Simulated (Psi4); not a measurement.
# N2H3 (hydrazinyl radical) at UOMP2/def2-TZVP (density fitting for correlation)

What is the vertical ionisation energy of N2H3 (hydrazinyl radical) at UOMP2/def2-TZVP (density fitting for correlation)? 

The calculation is run with Psi4 1.11.

1 further run of the same task is left out (it didn't finish).

## (1) The system as given

The species is N2H3 (5 atoms), meant as a doublet with charge 0. As SMILES, `[NH]N`. Geometry: relaxed at PBE0-D4/def2-TZVP. This is one conformer, not always the lowest.

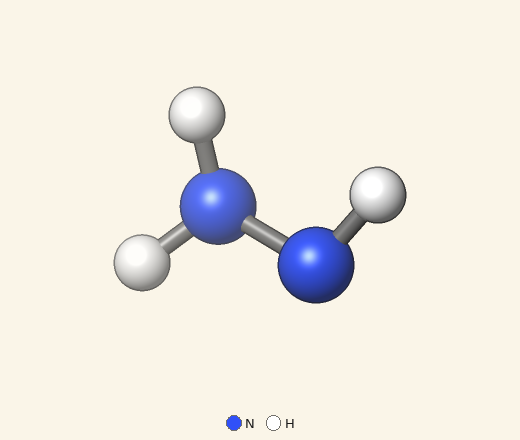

The structure, seen from a chosen angle (nitrogen blue, hydrogen white).

## (2) The energy at UOMP2/def2-TZVP (density fitting for correlation)

The input, run_ase.py:

```python
import numpy as np
from ase.calculators.psi4 import Psi4
from ase import Atoms

a = Atoms(['N', 'N', 'H', 'H', 'H'], positions=[
    [-0.187600, -0.818050, 0.454040],
    [-0.128660, 0.235610, -0.368450],
    [0.759840, -0.951450, 0.811270],
    [-1.030950, 0.592300, -0.640030],
    [0.587360, 0.941580, -0.256830],
])
calc = Psi4(atoms=a, method='omp2', basis='def2-TZVP', memory='2200MB', num_threads=1, charge=0, multiplicity=2, label='psi4-calc', reference='uhf')
calc.psi4.set_options({'puream': True, 'e_convergence': 1e-09, 'd_convergence': 1e-08, 'scf_type': 'pk', 'num_frozen_docc': 2, 'maxiter': 100})
a.calc = calc

print(f'energy: {a.get_potential_energy():.6f} eV')
```

The run is started by

```sh
$ python run_ase.py
```

psi4-calc.dat:

```text
[...]
  Running in c1 symmetry.
[...]
  Nuclear repulsion =   36.727994683701468
[...]
  Multiplicity = 2
[...]
  Nalpha       = 9
  Nbeta        = 8
[...]
    Number of basis functions: 80
[...]
   @UHF iter   1:  -110.54344155352140   -5.95640e-01   4.49820e-03 DIIS/ADIIS
[...]
   @UHF iter  17:  -110.62372762984604   -5.49960e-12   7.13584e-09 DIIS
[...]
   @S^2 Observed:                7.656861237E-01
[...]
    Orbital Energies [Eh]
    ---------------------
    Alpha Occupied:
       1A    -15.595539     2A    -15.587065     3A     -1.311600
       4A     -1.006108     5A     -0.733457     6A     -0.644209
       7A     -0.597803     8A     -0.472898     9A     -0.357364
    Alpha Virtual:
      10A      0.128525    11A      0.164752    12A      0.202674
      13A      0.389420    14A      0.437752    15A      0.469543
      16A      0.520321    17A      0.522291    18A      0.544279
      19A      0.569796    20A      0.602097    21A      0.644317
      22A      0.685806    23A      0.702883    24A      0.775967
      25A      1.061517    26A      1.170772    27A      1.237716
[...]
  @UHF Final Energy:  -110.62372762984604
   => Energetics <=
    Nuclear Repulsion Energy =             36.7279946837014677
    One-Electron Energy =                -222.8236849574646499
    Two-Electron Energy =                  75.4719626439171378
    Total Energy =                       -110.6237276298460444
  UHF NO Occupations:
  HONO-2 :    7  A 1.9973248
  HONO-1 :    8  A 1.9959109
[...]
 Multipole Moments:
 ------------------------------------------------------------------------------------
     Multipole            Electronic (a.u.)      Nuclear  (a.u.)        Total (a.u.)
 ------------------------------------------------------------------------------------
 L = 1.  Multiply by 2.5417464519 to convert [e a0] to [Debye]
 Dipole X            :         -0.1854081            0.6691287            0.4837206
 Dipole Y            :         -0.4012395            1.2323074            0.8310680
 Dipole Z            :          0.1479044           -0.1810898           -0.0331854
 Magnitude           :                                                    0.9621647
[...]
	Warning: cc_lambda option is changed to TRUE
	For this residual convergence, default PCG convergence is:     1.00e-07
[...]
	DF-SCS-MP2 Total Energy (a.u.)     :  -111.00891404443524
	DF-SOS-MP2 Total Energy (a.u.)     :  -111.00672574287356
[...]
	DF-SCS-OMP2 Total Energy (a.u.)    :  -111.01539341294044
	DF-SOS-OMP2 Total Energy (a.u.)    :  -110.98196679731130
	DF-SCS(N)-OMP2 Total Energy (a.u.) :  -110.79200173230541
[...]
	DF-OMP2 Total Energy (a.u.)        :  -111.02117037822011
[...]
```

Standard output:

```text
energy: -3021.039924 eV
```

Run time: 33 s. Hardware: 1 thread of Intel Xeon at 2.50GHz (Skylake/Cascade Lake), shared host; peak memory 0.28 GiB.

## (3) The singlet cation at the same level

The input, h3n2.xyz:

```xyz
5
H3N2
N     -0.187600    -0.818050     0.454040
N     -0.128660     0.235610    -0.368450
H      0.759840    -0.951450     0.811270
H     -1.030950     0.592300    -0.640030
H      0.587360     0.941580    -0.256830
```

The input, h3n2_ase.py:

```python
import numpy as np
from ase.calculators.psi4 import Psi4
from ase.io import read

a = read('h3n2.xyz')
calc = Psi4(atoms=a, method='omp2', basis='def2-TZVP', memory='2200MB', num_threads=1, charge=1, multiplicity=1, label='calc')
calc.psi4.set_options({'puream': True, 'e_convergence': 1e-09, 'd_convergence': 1e-08, 'scf_type': 'pk', 'num_frozen_docc': 2})
a.calc = calc

print(f'energy: {a.get_potential_energy():.6f} eV')
```

The run is started by

```sh
$ python h3n2_ase.py
```

calc.dat:

```text
[...]
  Running in c1 symmetry.
[...]
  Nuclear repulsion =   36.727994683701468
[...]
  Multiplicity = 1
[...]
  Nalpha       = 8
  Nbeta        = 8
[...]
    Number of basis functions: 80
[...]
   @RHF iter   1:  -110.27323179790763   -3.25430e-01   3.28334e-03 ADIIS/DIIS
[...]
   @RHF iter  14:  -110.32352107912143   -7.11964e-12   4.29184e-09 DIIS
[...]
    Orbital Energies [Eh]
    ---------------------
    Doubly Occupied:
       1A    -16.006823     2A    -15.986747     3A     -1.654789
       4A     -1.324452     5A     -1.082965     6A     -0.995425
       7A     -0.835236     8A     -0.813733
[...]
  @RHF Final Energy:  -110.32352107912143
   => Energetics <=
    Nuclear Repulsion Energy =             36.7279946837014677
    One-Electron Energy =                -216.7026911319076703
    Two-Electron Energy =                  69.6511753690847684
    Total Energy =                       -110.3235210791214342
[...]
 Multipole Moments:
 ------------------------------------------------------------------------------------
     Multipole            Electronic (a.u.)      Nuclear  (a.u.)        Total (a.u.)
 ------------------------------------------------------------------------------------
 L = 1.  Multiply by 2.5417464519 to convert [e a0] to [Debye]
 Dipole X            :         -0.0886814            0.6691287            0.5804472
 Dipole Y            :         -0.4212743            1.2323074            0.8110331
 Dipole Z            :          0.1789719           -0.1810898           -0.0021178
 Magnitude           :                                                    0.9973456
[...]
	Warning: cc_lambda option is changed to TRUE
	For this residual convergence, default PCG convergence is:     1.00e-07
[...]
	DF-MP2 Total Energy (a.u.)         :  -110.72179444147314
[...]
	DF-MP2 Total Energy (a.u.)         :  -110.73307846544917
[...]
	DF-OMP2 Total Energy (a.u.)        :  -110.73307846545372
[...]
```

On the terminal:

```text
energy: -3013.200544 eV
```

Wall time 17 s (1 thread of Intel Xeon at 2.50GHz (Skylake/Cascade Lake), shared host); peak memory 0.28 GiB.

## (4) What came out

At UOMP2/def2-TZVP (density fitting for correlation), 2 core orbitals frozen:

| quantity | value |
| --- | --- |
| doublet N2H3: total energy | -111.02117 Eh |
| doublet N2H3: HOMO energy (Hartree–Fock orbitals) (highest over α and β) | -9.72 eV |
| doublet N2H3: LUMO energy (Hartree–Fock orbitals) (lowest over α and β) | 3.50 eV |
| doublet N2H3: correlation energy (2 core orbitals frozen) | -397.4 mEh |
| doublet N2H3: ⟨S²⟩ of the reference determinant | 0.766 |
| singlet cation: total energy | -110.73308 Eh |
| singlet cation: HOMO energy (Hartree–Fock orbitals) | -22.14 eV |
| singlet cation: LUMO energy (Hartree–Fock orbitals) | -6.48 eV |
| singlet cation: HOMO–LUMO gap (Hartree–Fock orbitals) | 15.66 eV |
| singlet cation: correlation energy (2 core orbitals frozen) | -409.6 mEh |
| vertical ionisation energy (to the singlet cation) | 7.839 eV |

**Reading.** The vertical ionisation energy comes to 7.84 eV (181 kcal/mol). Only the singlet of the ionised species was computed; a triplet could lie lower.
